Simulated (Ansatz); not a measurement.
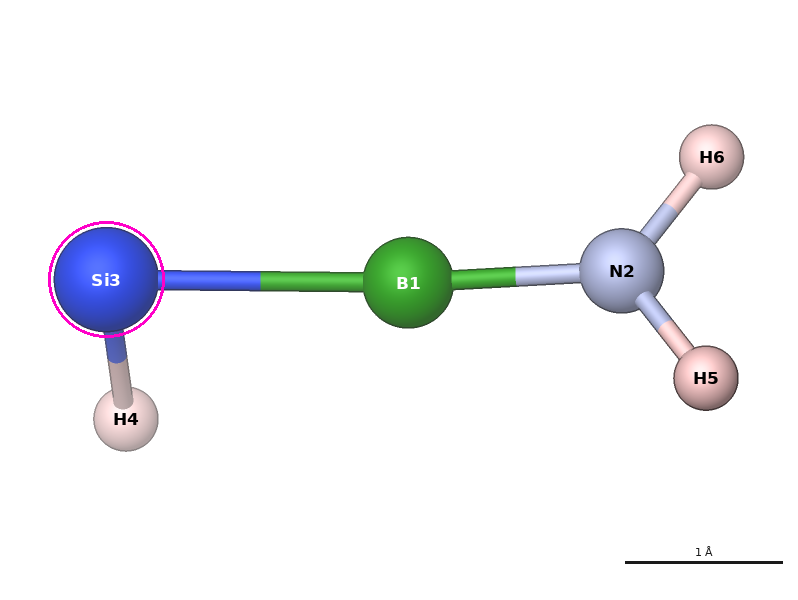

Orthographic view. Depth is shown by fading: the farther an atom, the more it takes the colour of the background. State: neutral, doublet. The computed structure is the end point of a PBE-D4/def2-SVP optimisation. No frequency run is at hand to confirm it as a minimum.

**Name the neighbours of the circled atom.**

The circled atom is Si3; it is bonded to B1, H4.

**Which atom is nearest the viewer?**

H5, 0.8 Å in front of the mean position.

**What is the shortest path along bonds from the circled atom to H5?**

Si3–B1–N2–H5, 3 bonds; through space the two are 3.96 Å apart.

**Which atom is farthest from the viewer?**

H4, 1.2 Å behind the mean position.
